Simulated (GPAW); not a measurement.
# Screening of a field by a 2-layer slab of Ir(100), part 2 of 2

Wanted: the out-of-plane polarisability of a 2-layer slab of Ir(100).

GPAW 26.7.0; GPAW, PAW setups; slab in vacuum.

So far. Step 8 (Field on): The dipole is now 0.0209 e Å, against 3.6e-5 in the run without a field.

### Step 9. In a field

Input file run.py:

```python
import json
import numpy as np
from ase import Atoms
from gpaw import GPAW, PW
from gpaw.external import ConstantElectricField

slab = Atoms(
    ['Ir', 'Ir'],
    positions=[
        [1.35765, 1.35765, 9.00000],
        [-0.00000, -0.00000, 10.76332]],
    cell=[[2.71529, 0.0, 0.0], [0.0, 2.71529, 0.0], [0.0, 0.0, 19.92]],
    pbc=[True, True, False])

slab.calc = GPAW(mode=PW(400), xc='PBE', kpts={'size': (12, 12, 1), 'gamma': True},
                 occupations={'name': 'fermi-dirac', 'width': 0.1}, nbands='140%',
                 convergence={'density': 1e-05}, maxiter=200,
                 poissonsolver={'dipolelayer': 'xy'},
                 external=ConstantElectricField(0.2, [0, 0, 1]),
                 symmetry={'tolerance': 1e-3}, txt='slab.txt')
result = {}
energy = slab.get_potential_energy()
fermi = slab.calc.get_fermi_level()
v = slab.calc.get_electrostatic_potential().mean((0, 1)) - fermi
n = slab.calc.get_pseudo_density().mean((0, 1))
L = slab.cell[2, 2]
z = np.arange(len(v)) * L / len(v)
low, high = slab.positions[:, 2].min(), slab.positions[:, 2].max()
below, above = np.interp([low - 6.8, high + 6.8], z, v)
slopes = [np.interp(x, z, np.gradient(v, z)) for x in (low - 6.8, high + 6.8)]
eps = np.array([[slab.calc.get_eigenvalues(k, s) for k in range(len(slab.calc.get_ibz_k_points()))]
                for s in range(slab.calc.get_number_of_spins())]) - fermi
top, bottom = eps[eps < 0].max(), eps[eps > 0].min()
dipole = slab.get_dipole_moment()[2]
print(f'energy {energy:.4f} eV, Fermi level {fermi:.4f} eV, dipole {dipole:.5f} e A')
print(f'potential 6.8 A off the faces, from the Fermi level: lower {below:.4f} eV, upper {above:.4f} eV')
print(f'slope of the potential there: lower {slopes[0]:.5f}, upper {slopes[1]:.5f} eV/A')
print(f'nearest levels on the mesh: {top:.4f} and {bottom:.4f} eV')
print('magnetic moment', round(slab.get_magnetic_moment(), 3))
result.update(energy=energy, fermi=fermi, dipole=dipole, below=below, above=above, slopes=slopes, edges=[top, bottom],
              z=z.tolist(), v=v.tolist(), n=n.tolist(), positions=slab.positions.tolist(),
              forces=slab.get_forces(apply_constraint=False).tolist(), moments=slab.get_magnetic_moments().tolist())
json.dump(result, open('result.json', 'w'))
```

Run with:

```bash
$ OMP_NUM_THREADS=1 OPENBLAS_NUM_THREADS=1 python run.py
```

The log of the run:

```text
energy -16.0419 eV, Fermi level -1.7638 eV, dipole 0.04183 e A
potential 6.8 A off the faces, from the Fermi level: lower 6.2250 eV, upper 5.1975 eV
slope of the potential there: lower 0.00018, upper 0.00041 eV/A
nearest levels on the mesh: -0.0606 and 0.0478 eV
magnetic moment 0.0
```

It took 26 s on 1 thread of AMD EPYC 9R45, shared host; peak memory 0.26 GiB.

The electrostatic potential energy of an electron (without an applied field's), less the Fermi level, planar mean by z:

```csv
z (Å),"electrostatic potential energy of an electron (without an applied field's), less the Fermi level, planar mean (eV)"
0,5.71
1,6.22
2,6.22
3,6.22
4,6.22
5,6.22
6,6.20
7,5.85
8,1.09
9,-25.9
10,-7.40
11,-22.2
12,2.64
13,5.03
14,5.19
15,5.20
16,5.20
17,5.20
18,5.20
19,5.20
```

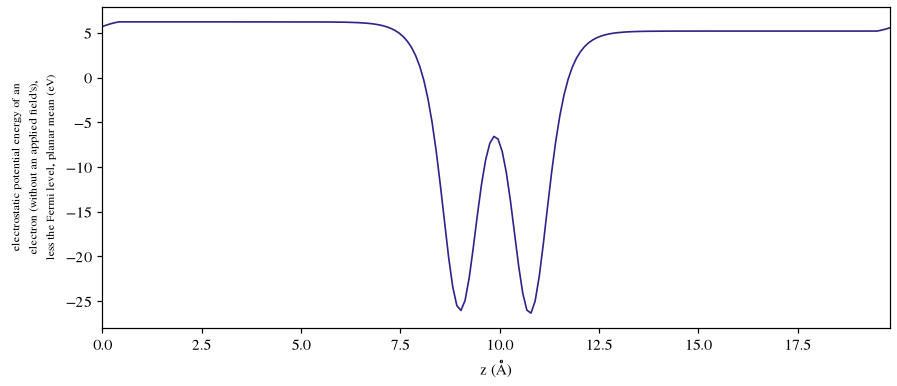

Electrostatic potential energy of an electron (without an applied field's), less the Fermi level, planar mean against z.

The dipole is now 0.0418 e Å, against 3.6e-5 in the run without a field.

### Step 10. Field on

run.py, as its differences from that of step 9:

```diff
@@ -18,3 +18,3 @@
                  poissonsolver={'dipolelayer': 'xy'},
-                 external=ConstantElectricField(0.2, [0, 0, 1]),
+                 external=ConstantElectricField(0.3, [0, 0, 1]),
                  symmetry={'tolerance': 1e-3}, txt='slab.txt')
```

The log of the run:

```text
energy -16.0472 eV, Fermi level -1.7723 eV, dipole 0.06280 e A
potential 6.8 A off the faces, from the Fermi level: lower 6.4942 eV, upper 4.9519 eV
slope of the potential there: lower 0.00027, upper 0.00050 eV/A
nearest levels on the mesh: -0.0598 and 0.0477 eV
magnetic moment 0.0
```

The job ended after 26 s (1 thread; peak memory 0.26 GiB).

Table of electrostatic potential energy of an electron (without an applied field's), less the Fermi level, planar mean by z:

```csv
z (Å),"electrostatic potential energy of an electron (without an applied field's), less the Fermi level, planar mean (eV)"
0,5.72
1,6.49
2,6.49
3,6.49
4,6.49
5,6.49
6,6.46
7,6.11
8,1.29
9,-25.8
10,-7.41
11,-22.3
12,2.44
13,4.79
14,4.94
15,4.95
16,4.95
17,4.95
18,4.95
19,4.95
```

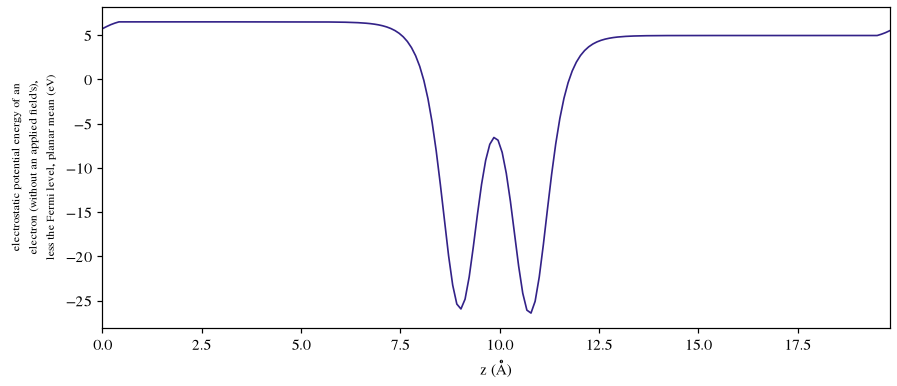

Electrostatic potential energy of an electron (without an applied field's), less the Fermi level, planar mean against z.

The dipole is now 0.0628 e Å, against 3.6e-5 in the run without a field.

### Step 11. The series

The members are put on one axis.

This step: induced dipole against applied field (GPAW 26.7.0).

The dipole along the normal by field:

```csv
field (V/Å),dipole along the normal (e·Å)
-0.200,-0.0420
-0.100,-0.0210
-0.050,-0.0105
0.000,3.6e-5
0.050,0.0104
0.100,0.0209
0.200,0.0418
0.300,0.0628
```

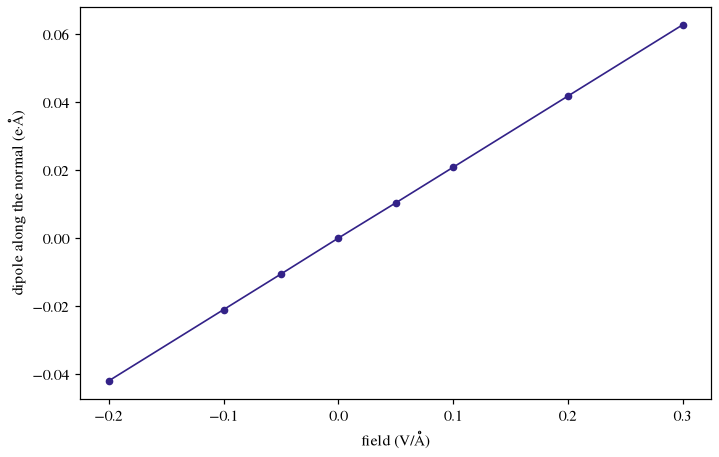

Dipole along the normal, plotted against field.

### Step 12. A changed run

One more run, with changed settings.

This step: GPAW, PAW setups; slab in vacuum (GPAW 26.7.0).

run.py, as its differences from that of step 10:

```diff
@@ -4,3 +4,2 @@
 from gpaw import GPAW, PW
-from gpaw.external import ConstantElectricField
 
@@ -15,6 +14,5 @@
 slab.calc = GPAW(mode=PW(400), xc='PBE', kpts={'size': (12, 12, 1), 'gamma': True},
-                 occupations={'name': 'fermi-dirac', 'width': 0.1}, nbands='140%',
-                 convergence={'density': 1e-05}, maxiter=200,
+                 occupations={'name': 'fermi-dirac', 'width': 1.0}, nbands='140%',
+                 convergence={'density': 1e-05}, maxiter=50,
                  poissonsolver={'dipolelayer': 'xy'},
-                 external=ConstantElectricField(0.3, [0, 0, 1]),
                  symmetry={'tolerance': 1e-3}, txt='slab.txt')
```

The log of the run:

```text
energy -16.5907 eV, Fermi level -1.5300 eV, dipole -0.00036 e A
potential 6.8 A off the faces, from the Fermi level: lower 5.5805 eV, upper 5.5893 eV
slope of the potential there: lower -0.01212, upper 0.01339 eV/A
nearest levels on the mesh: -0.1167 and 0.0260 eV
magnetic moment 0.0
```

It took 12 s on 1 thread; peak memory 0.18 GiB.

The run finished. A setting was moved off its sound value on purpose, so it serves as a test and not as the result.

The fault put into the input: a smearing of electronvolts (width = 1.0).

Side by side:

```csv
quantity,this run,sound run,difference
upper work function (eV),5.5893,5.6931,-0.104
lower work function (eV),5.5805,5.6918,-0.111
```

One result that differs is the lower work function, 5.58 eV against 5.69 eV.

### Step 13. What came out

```yaml
work_function_both_faces: 5.69 eV
dipole_along_the_normal: 3.6e-5 e Å, near the numerical noise
induced_dipole_per_field: 0.210 e Å per V/Å
out_of_plane_polarisability_per_area_alpha_eps_0_a: 5.14 Å
```

In words: The field induces 0.210 e Å per V/Å, a polarisable thickness α/(ε0 A) of 5.14 Å beside 1.76 Å between the outermost nuclei. A perfect conductor would give the distance between its two image planes; a dielectric of thickness t gives t(1 - 1/ε). The induced dipole is linear in the field over this range. The runs had no spin polarisation, so a magnetic state, which thin layers of d-metal atoms can have, wasn't tested. The slab is only 1.8 Å thick between its outer nuclei, so the values belong to this film more than to the surface of the bulk metal. The in-plane lattice was kept as typed, which isn't the functional's own and leaves some strain; spin-orbit coupling and temperature are left out.

[Logs are printed without paths, hosts, clocks, repeated set-up lines and the standing remarks that a program may print on its own settings, such as how far it seeks lower states.]

[Hosts, paths, dates, database ids (printed as entryN), source tags and the programs' standing remarks are cut or masked in the printed files.]
